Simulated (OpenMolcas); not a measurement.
NaBr: single-point calculation

The run: single-point calculation of NaBr, SMILES [Na][Br]. Method and program: BHLYP/cc-pVTZ, RKS (OpenMolcas 26.06).

The geometry comes from this level: PBE0-D4/def2-TZVP.

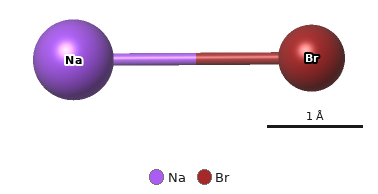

Fig. 1: The structure (ball-and-stick view, seen at a tilt). Sticks mark near contacts.

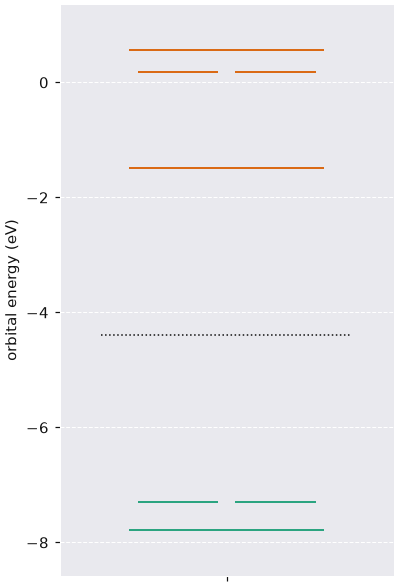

Fig. 2: Orbital energies near the frontier; the dotted line parts filled from empty levels, and levels within 0.02 eV of each other stand side by side. Highest filled −7.29 eV, lowest empty −1.49 eV, 5.80 eV apart.

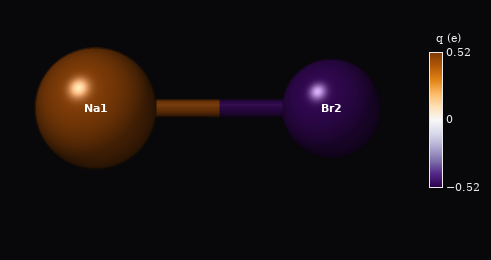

Fig. 3: Mulliken charges, as the colour of each atom (ball-and-stick view, seen on its broad side; atoms are numbered from 1 in the order of the input). By element: Na +0.50 and Br −0.50 e.

The input and output of the run follow.

**Input file**
```
* BrNa Kohn-Sham DFT
>>> EXPORT MOLCAS_PRINT=2

&GATEWAY
 BasLib
 $CurrDir
 Coord
 2
 angstrom
 Na       1.067110      -0.379380       0.537360
 Br      -1.067110       0.379380      -0.537360
 Basis
 cc-pVTZ
 Group
 NoSym

&SEWARD

&SCF
 KSDFT
 HYB_GGA_XC_BHANDHLYP
 PrOrbitals
 0
```

Run as:
```bash
export MOLCAS_MEM=1860
pymolcas job.inp > job.log
```

**Output**
```
--- Start Module: gateway ---

                                              &GATEWAY

                       available to each process: 1.9 GB of memory, 1 thread

 Basis Set     1 Label: NA.CC-PVTZ
 Basis set is read from library:.
 basistype.tbl is not found

 Basis Set     2 Label: BR.CC-PVTZ
 Basis set is read from library:.
 basistype.tbl is not found

++    Symmetry information:
      ---------------------

                    Character Table for C1

                             E
                    a        1  x, y, xy, Rz, z, xz, Ry, yz, Rx, I
--

++    Basis set information:
      ----------------------

      Basis set label: NA.CC-PVTZ.........

      Electronic valence basis set:
      ------------------
      Associated Effective Charge  11.000000 au
      Associated Actual Charge     11.000000 au
      Nuclear Model: Point charge

      Shell  nPrim  nBasis  Cartesian Spherical Contaminant
         s      16       5        X
         p      10       4        X
         d       2       2                 X
         f       1       1                 X

      Basis set label: BR.CC-PVTZ.........

      Electronic valence basis set:
      ------------------
      Associated Effective Charge  35.000000 au
      Associated Actual Charge     35.000000 au
      Nuclear Model: Point charge

      Shell  nPrim  nBasis  Cartesian Spherical Contaminant
         s      20       6        X
         p      13       5        X
         d       9       3                 X
         f       1       1                 X
--

++    Molecular structure info:
      -------------------------

                    ************************************************
                    **** Cartesian Coordinates / bohr, angstrom ****
                    ************************************************

     Center  Label                x              y              z                     x              y              z
        1      NA1              2.016546      -0.716924       1.015463              1.067110      -0.379380       0.537360
        2      BR2             -2.016546       0.716924      -1.015463             -1.067110       0.379380      -0.537360
--

            Nuclear Potential Energy             81.26195924 au

--- Stop Module: gateway /rc=_RC_ALL_IS_WELL_ ---

--- Start Module: seward ---

                                              &SEWARD

                       available to each process: 1.9 GB of memory, 1 thread

               SEWARD will generate:
                  Multipole Moment integrals up to order  2
                  Kinetic Energy integrals
                  Nuclear Attraction integrals (point charge)
                  One-Electron Hamiltonian integrals
                  Velocity integrals
                  Orbital angular momentum around ( -1.1067   0.3935  -0.5573 )
                  Velocity quadrupole around ( -1.1067   0.3935  -0.5573 )
                  Two-Electron Repulsion integrals

                   Integrals are discarded if absolute value <: 1.00E-14
                   Integral cutoff threshold is set to       <: 1.00E-16

            Nuclear Potential Energy             81.26195924 au

      Basis set specifications :
      Symmetry species         a
      Basis functions           77

--- Stop Module: seward /rc=_RC_ALL_IS_WELL_ ---
--- Module seward spent 2 seconds ---

--- Start Module: scf ---

                                                &SCF

                       available to each process: 1.9 GB of memory, 1 thread

 ###############################################################################
 ###     Minimized-density-differences option turned off!                    ###
 ###############################################################################
++    Input section:
      --------------

      Header of the integral files:

      Cartesian coordinates in angstrom:
      -----------------------------------------------------
      No.  Label        X            Y            Z
      -----------------------------------------------------
       1   NA1        1.06711000  -0.37938000   0.53736000
       2   BR2       -1.06711000   0.37938000  -0.53736000
      -----------------------------------------------------
      Nuclear repulsion energy =   81.26195924
--

++    Orbital specifications:
      -----------------------

      Symmetry species               1
                                     a
      Frozen orbitals                0
      Occupied orbitals             23
      Secondary orbitals            54
      Deleted orbitals               0
      Total number of orbitals      77
      Number of basis functions     77
--

      Molecular charge                           0.000

      Numerical integration parameters
      --------------------------------
      Radial quadrature type:                         MHL
      Size of radial grid:                            75
      Lebedev angular grid:                           29
      Angular grid pruned with the crowding factor:  3.00E+00
                                 and fading factor:  6.00E+00
      Screening threshold for integral computation:   1.00E-11
      Radial quadrature accuracy:                     1.00E-25
      Maximum batch size:                             128
      AO values are stored on disk
      The same grid will be used for all iterations.

      DFT functional specifications
      -----------------------------
      Using Libxc version: 6.2.2
      Please cite the following reference:
      S. Lehtola, C. Steigemann, M. J.T. Oliveira, and M. A.L. Marques.,  SoftwareX 7, 1–5 (2018) doi:10.1016/j.softx.2017.11.002

      * BHandHLYP
        - Defined through Gaussian implementation. doi:

++    Optimization specifications:
      ----------------------------

      SCF Algorithm: Conventional
      D(i)-D(i-1) density differences are used
      Number of density matrices in core                 5
      Maximum number of NDDO SCF iterations            400
      Maximum number of HF SCF iterations              400
      Threshold for SCF energy change             1.00E-09
      Threshold for density matrix                1.00E-04
      Threshold for Fock matrix                   1.50E-04
      Threshold for linear dependence             1.00E-09
      Threshold at which DIIS is turned on        1.50E-01
      Maximum depth in the DIIS procedure                5
      Maximum depth in the BFGS Hessian update          30
      Threshold at which QNR/C2DIIS is turned on  7.50E-02
      Threshold for Norm(delta) (QNR/C2DIIS)      1.00E-03
      All orbitals punched on: SCFORB
--

      Input vectors read from INPORB
      Orbital file label: *Guess orbitals

++ Convergence information
                                   [...]      iterations: Energy and convergence statistics

Iter     Tot. [...]      One-elec.       Two-elec.     Energy      Max Dij or  Max Fij      DNorm      TNorm      AccCon     Time
         Energy          Energy          Energy        Change      Delta Norm                                                in Sec.

 The total and one-electron energies are shifted by a value of      2000. a.u.

   1  -736.469156282 -2038.223499916  1220.492384393   0.00E+00    1.61E-01*   1.16E+00*    9.57E+00   3.41E+02   None         0.
   2  -736.526883068 -2023.730706455  1205.941864145  -5.77E-02*   1.81E-01*   4.75E-02*    4.37E+00   3.39E+02   EDIIS        0.
   3  -736.545459534 -2035.118261628  1217.310842853  -1.86E-02*   2.22E-02*   2.35E-02*    1.33E+00   3.41E+02   EDIIS        0.
   4  -736.560150385 -2029.389623827  1211.567514201  -1.47E-02*   8.66E-03*   5.22E-03*    4.27E-01   3.40E+02   c2DIIS       0.
   5  -736.561008805 -2030.520375411  1212.697407365  -8.58E-04*   2.25E-03*   4.11E-04*    8.64E-02   3.40E+02   QNRc2DIIS    0.
   6  -736.561011577 -2030.535462529  1212.712491710  -2.77E-06*   7.41E-04    2.40E-04*    1.85E-02   3.40E+02   QNRc2DIIS    0.
   7  -736.561012543 -2030.523949156  1212.700977371  -9.66E-07*   2.22E-04    3.89E-05     1.21E-02   3.40E+02   QNRc2DIIS    0.
   8  -736.561012561 -2030.530580534  1212.707608733  -1.75E-08*   4.53E-05    3.36E-05     2.23E-03   3.40E+02   QNRc2DIIS    0.
   9  -736.561012568 -2030.527215290  1212.704243481  -7.25E-09*   6.36E-06    1.31E-06     4.97E-04   3.40E+02   QNRc2DIIS    0.
  10  -736.561012568 -2030.527193423  1212.704221614  -2.82E-11    1.31E-06    8.35E-07     1.79E-04   3.40E+02   QNRc2DIIS    0.

       Convergence after  10 Iterations
--

 *****************************************************************************************************************************
 *                                             SCF/KS-DFT Program, Final results                                             *
 *                                                       Final Results                                                       *
 *****************************************************************************************************************************

::    Total KS-DFT energy                           -2736.5610125679
      One-electron energy                           -4030.5271934226
      Two-electron energy                            1212.7042216136
      Nuclear repulsion energy                         81.2619592411
      Kinetic energy (interpolated)                  2733.1760910161
      Virial theorem                                    1.0012384572
      Total spin, S(S+1)                                0.0000000000
      Total spin, S                                     0.0000000000
      Max non-diagonal density matrix element           0.0000009184
      Max non-diagonal Fock matrix element              0.0000000252

      No orbitals printed

++    Molecular charges:
      ------------------

      Mulliken charges per centre
      ---------------------------

                NA1     BR2
      Total   10.5011 35.4989

      N-E      0.4989 -0.4989

      Total electronic charge=   46.000000

      Total            charge=   -0.000000
--

++    Molecular properties:
      ---------------------

      Charge (e):
                      =   -0.0000
      Dipole Moment (debye):
      Origin of the operator (angstrom)=   -0.5856    0.2082   -0.2949
                   X=  7.6825E+00               Y= -2.7313E+00               Z=  3.8686E+00           Total=  9.0248E+00
      Quadrupole Moment (debye*angstrom):
      Origin of the operator (angstrom)=   -0.5856    0.2082   -0.2949
                  XX= -1.2890E+01              XY= -4.5705E+00              XZ=  6.4738E+00              YY= -2.4121E+01
                  YZ= -2.3016E+00              ZZ= -2.2486E+01
      In traceless form (debye*angstrom)
                  XX=  1.0413E+01              XY= -6.8558E+00              XZ=  9.7107E+00              YY= -6.4330E+00
                  YZ= -3.4523E+00              ZZ= -3.9804E+00
--

--- Stop Module: scf /rc=_RC_ALL_IS_WELL_ ---
--- Module scf spent 3 seconds ---

.##################.
.# Happy landing! #.
.##################.

    Timing: Wall=5.60 User=4.62 System=0.97
```

**Summary**

- outcome: converged
- total energy: −2736.561013 hartree
- basis functions: 77
- HOMO: −7.29 eV
- LUMO: −1.49 eV
- dipole moment: 9.02 debye
- hardware: 1 thread of Arm Neoverse V1, 24 GiB of memory available, shared host
- wall time: 6 s
- peak memory: 0.44 GiB
